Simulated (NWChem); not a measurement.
**LiI (Lithium Iodide) at M06-SX/cc-pVDZ/cc-pVDZ-PP (core potential, esp resp)**

What is the energy change on altering one bond length of LiI (Lithium Iodide) at M06-SX/cc-pVDZ/cc-pVDZ-PP (core potential, esp resp)? 

The results are computed with NWChem 7.3.0.

2 further runs of the same task are left out: 1 that didn't finish, 1 set aside as unsound or not needed.

## 1. Starting point

LiI has 2 atoms, charge 0, and is taken as a singlet. SMILES: `[Li][I]`. The bond length is the measured one.

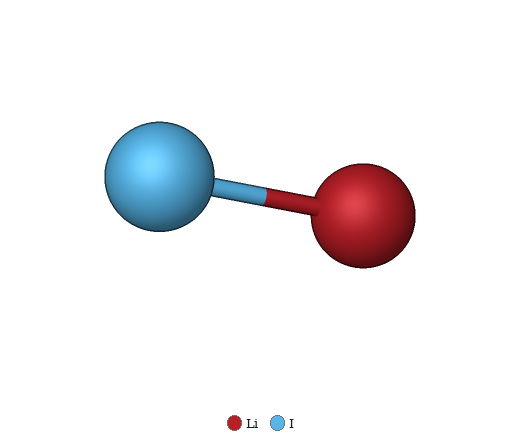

Viewed from a chosen angle; lithium red, iodine blue.

## 2. The energy at M06-SX/cc-pVDZ/cc-pVDZ-PP (core potential, esp resp)

Contents of calc.nw:

```
start calc
memory total 2200 mb

geometry units angstroms noautosym nocenter noautoz
   Li     0.000000     0.000000     0.000000
   I      0.000000     0.000000     2.391924
end

basis spherical bse
   * library cc-pVDZ except I
   I library cc-pVDZ-PP
end

ecp bse
   I library cc-pVDZ-PP
end

dft
   xc m06-sx
   grid medium
   convergence energy 1e-05
   iterations 150
end

esp
   restrain
   recalculate
end

task dft energy
task esp
```

The run is started by

```sh
$ nwchem calc.nw > calc.out
```

Output:

```text
[...]
 **** WARNING Zero Coefficient **** on atom "               I"
 angular momentum value:-1  standard basis set name: "cc-pVDZ-PP"
 input line that generated warning:
  1991: 2       1.00000000             0.00000000
[...]
          Wavefunction type:  closed shell.
          No. of atoms     :     2
          No. of electrons :    28
[...]
          Charge           :     0
          Spin multiplicity:     1
[...]
          AO basis - number of functions:    37
[...]
              XC Information
              --------------
                      MN12-SX Method XC Functional
                     Hartree-Fock (Exact) Exchange  0.335
                        M06-SX Exchange Functional  1.000
                      M06-SX Correlation Potential  1.000
[...]
 d= 0,ls=0.0,diis     1   -302.9219355091 -3.20D+02  1.59D-02  6.26D-02     0.5
[...]
 d= 0,ls=0.0,diis     6   -302.9376713211 -6.61D-08  2.14D-06  2.92D-09     2.5
         Total DFT energy =     -302.937671321064
      One electron energy =     -559.091895881391
           Coulomb energy =      263.211503130839
    Exchange-Corr. energy =      -23.649901778849
 Nuclear repulsion energy =       16.592623208337
[...]
 Dipole moment                                  2.611235    2.609709    2.609709
 Quadrupole moment Qxx                          0.000000    0.000000   -0.000000
                   Qyy                          0.000000    0.000000   -0.000000
                   Qzz                          0.000000    0.000000    0.000000
[...]
```

Wall time 3.3 s (1 thread of INTEL XEON PLATINUM 8581C at 2.30GHz (Emerald Rapids), shared host); peak memory 0.11 GiB.

## 3. The distorted shape

Contents of ili.nw:

```
start ili
memory total 2200 mb

geometry noautosym nocenter noautoz
 Li    -0.051206    -0.043637    -0.025428
 I     -0.024495     0.019889     2.411206
end

basis spherical bse
 * library cc-pVDZ except I
 I library cc-pVDZ-PP
end

ecp bse
 I library cc-pVDZ-PP
end

dft
 xc m06-sx
 grid medium
 convergence energy 1e-05
 maxiter 150
end

esp
 restrain
 recalculate
end

task dft energy
task esp
```

The run is started by

```sh
$ nwchem ili.nw > ili.out
```

Output:

```text
[...]
 **** WARNING Zero Coefficient **** on atom "               I"
 angular momentum value:-1  standard basis set name: "cc-pVDZ-PP"
 input line that generated warning:
  1991: 2       1.00000000             0.00000000
[...]
          Wavefunction type:  closed shell.
          No. of atoms     :     2
          No. of electrons :    28
[...]
          Charge           :     0
          Spin multiplicity:     1
[...]
          AO basis - number of functions:    37
[...]
              XC Information
              --------------
                      MN12-SX Method XC Functional
                     Hartree-Fock (Exact) Exchange  0.335
                        M06-SX Exchange Functional  1.000
                      M06-SX Correlation Potential  1.000
[...]
 d= 0,ls=0.0,diis     1   -302.9217950937 -3.19D+02  1.59D-02  6.30D-02     0.5
[...]
 d= 0,ls=0.0,diis     6   -302.9377233289 -6.62D-08  2.14D-06  2.93D-09     2.5
         Total DFT energy =     -302.937723328940
      One electron energy =     -558.511099131548
           Coulomb energy =      262.937337496568
    Exchange-Corr. energy =      -23.645615103251
 Nuclear repulsion energy =       16.281653409290
[...]
 Dipole moment                                  2.694246    2.692732    2.692732
 Quadrupole moment Qxx                         -0.000000    0.000000    0.000000
                   Qyy                         -0.000000    0.000000    0.000000
                   Qzz                          0.000000    0.000000    0.000000
[...]
```

It took 3.3 s on 1 thread of INTEL XEON PLATINUM 8581C at 2.30GHz (Emerald Rapids), shared host; peak memory 0.11 GiB.

## 4. Summary of results

At M06-SX/cc-pVDZ/cc-pVDZ-PP (core potential, esp resp):

| quantity | value |
| --- | --- |
| first shape: total energy | -302.93767 Eh |
| first shape: dipole moment | 7.16 D |
| first shape: HOMO energy | -5.69 eV |
| first shape: LUMO energy | -0.86 eV |
| first shape: HOMO–LUMO gap | 4.83 eV |
| distorted shape: total energy | -302.93772 Eh |
| distorted shape: dipole moment | 7.35 D |
| distorted shape: HOMO energy | -5.63 eV |
| distorted shape: LUMO energy | -0.89 eV |
| distorted shape: HOMO–LUMO gap | 4.74 eV |
| energy change with the Li1–I2 bond stretched from 2.392 to 2.438 Å | -0.001 eV |

What this shows: With the Li1–I2 bond stretched from 2.392 to 2.438 Å the energy falls by 0.00 eV (0.1 kJ/mol). The first shape isn't relaxed at this level, so the change isn't measured from a minimum.
